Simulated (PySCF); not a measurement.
# EPR calculation, with input and output: C₃H₁₀NO₂Si

- system: C₃H₁₀NO₂Si, multiplicity 2
- method: UKS B3LYP, pcH-1 on C H N O Si, non-relativistic, mean-field spin-orbit, GIAO (PySCF 2.14.0)

It belongs to a series of runs on one base structure; here: H removed from sp3 C.

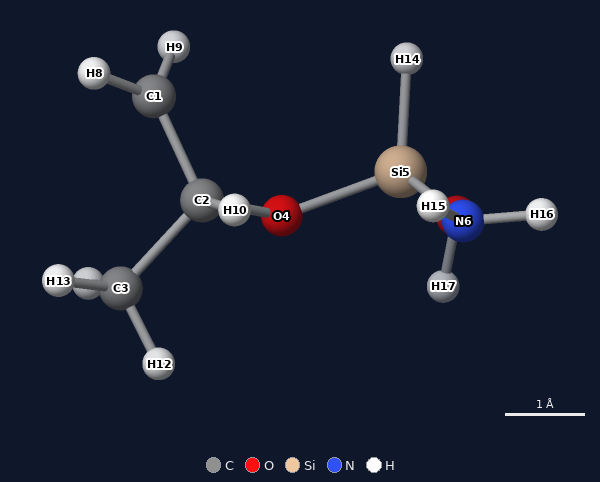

**Figure 1.** The structure as given in the input (ball-and-stick view, seen at a tilt; atoms are numbered from 1 in the order of the input).

## Input
```
{"job": {"kind": "epr", "basis": "pcH-1"}, "charge": 0, "multiplicity": 2}
C     -1.039414     0.900601    -1.297861
C     -0.951860     0.261758     0.024958
C     -2.218410    -0.564895     0.340790
O      0.150835    -0.589793     0.128883
Si     1.712935    -0.215494     0.351236
N      1.864188     0.607639     1.866726
O      2.521858    -1.615102     0.413860
H     -1.817252     1.610869    -1.495599
H     -0.385070     0.587921    -2.084900
H     -0.882156     1.045568     0.804582
H     -2.313335    -1.366771    -0.385807
H     -2.129706    -0.996306     1.334117
H     -3.098613     0.069527     0.296773
H      2.308532     0.457867    -0.797219
H      1.341167     1.455010     2.016403
H      2.790747     0.718211     2.244605
H      2.138557    -2.354579     0.878005
```

The first line tells a small driver script what to run in PySCF; the rest is the geometry in Å.

Run on 1 CPU thread, shared host.

Launch command:
```bash
OMP_NUM_THREADS=1 python <driver script> task.json out
```

## The program's output
```
UKS, coarse grid
  cycle   1  E = -614.89494233  |g| = 8.06e-01
  cycle   2  E = -614.57916010  |g| = 1.23e+00
  cycle   3  E = -615.11908099  |g| = 9.95e-02
  cycle   4  E = -615.12184846  |g| = 5.57e-02
  cycle   5  E = -615.12301141  |g| = 1.25e-02
  cycle   6  E = -615.12306924  |g| = 4.18e-03
  cycle   7  E = -615.12307696  |g| = 1.26e-03
  cycle   8  E = -615.12307768  |g| = 8.88e-04
UKS, final grid
  cycle   1  E = -615.12311008  |g| = 1.33e-03
  cycle   2  E = -615.12310906  |g| = 2.17e-03
  cycle   3  E = -615.12311071  |g| = 9.89e-05
  cycle   4  E = -615.12311072  |g| = 2.69e-05
E = -615.12311072 Eh   <S^2> = 0.7536 (exact 0.7500)
g shifts (ppm)      1          2          3
  rmc          -137       -137       -137
  gc              7         38         23
  oz_so          11        482        571
  total        -119        383        457
hyperfine (MHz)  atom isotope    a_iso     a_fc   dipolar eigenvalues
    0   13C      88.66      88.76    -81.00    -80.47    161.47
    1   13C     -35.69     -35.69     -2.36      0.29      2.07
    2   13C      76.15      76.16     -5.23     -5.16     10.40
    3   17O       0.44       0.44     -1.42      0.48      0.94
    4  29Si       0.54       0.54     -0.68      0.15      0.53
    5   14N       0.17       0.17     -0.08     -0.06      0.15
    6   17O      -0.49      -0.49     -0.19      0.06      0.13
    7    1H     -61.99     -62.01    -39.03     -0.32     39.35
    8    1H     -64.75     -64.76    -39.56      0.30     39.25
    9    1H     101.63     101.63     -5.55     -4.20      9.74
   10    1H      -3.91      -3.91     -5.65     -2.08      7.73
   11    1H      16.04      16.04     -3.39     -1.73      5.12
   12    1H      -2.32      -2.32     -4.88     -2.64      7.52
   13    1H       2.85       2.85     -1.96     -1.74      3.70
   14    1H      -0.02      -0.02     -1.25     -1.10      2.35
   15    1H       0.09       0.09     -0.58     -0.54      1.12
   16    1H       0.22       0.22     -0.58     -0.54      1.12
```

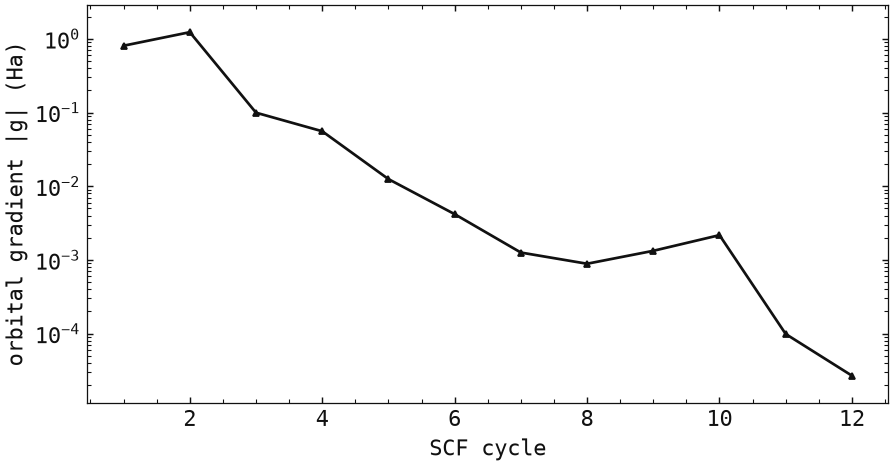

**Figure 2.** Convergence of the self-consistent field: orbital gradient |g| against the SCF cycle. All cycles printed in the log are drawn one after another.

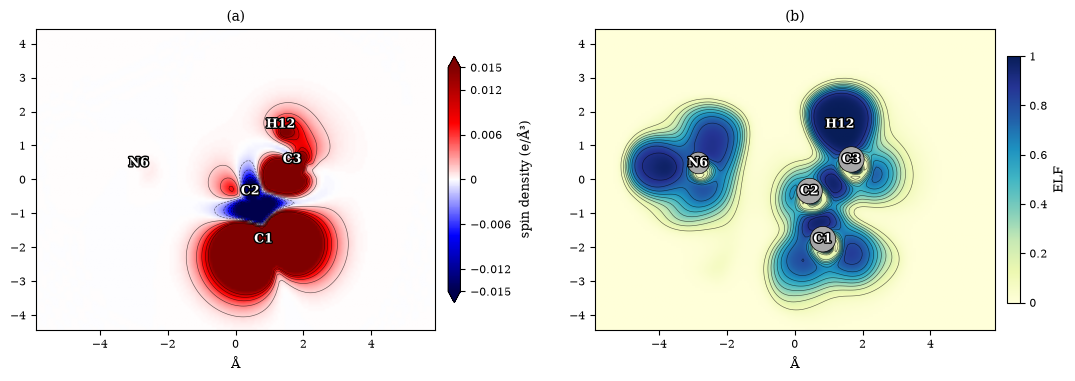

**Figure 3.** (a) spin density; (b) ELF on the plane of atoms C1, C2 and C3. Grey discs, where drawn, cover atomic cores. Atoms in the plane: C, N and H. The unpaired spin (1 electron) lies mostly on C1 (about 0.7) and H9 (about 0.1), in electrons by Hirshfeld's partition.

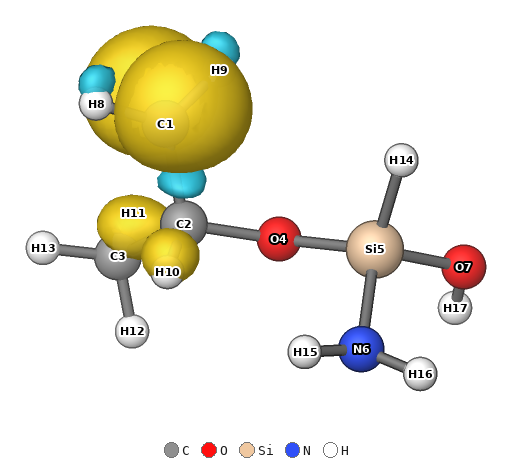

**Figure 4.** Isosurfaces of the spin density (α minus β) at +0.03 (yellow) and −0.03 e/Å³ (cyan), seen at an oblique angle. The unpaired spin (1 electron) lies mostly on C1 (about 0.7) and H9 (about 0.1), in electrons by Hirshfeld's partition.

## Key numbers

- outcome: converged
- total energy: −615.123111 hartree
- ⟨S²⟩: 0.754
- isotropic g: 2.0026
- wall time: 75 s
- peak memory: 0.97 GiB
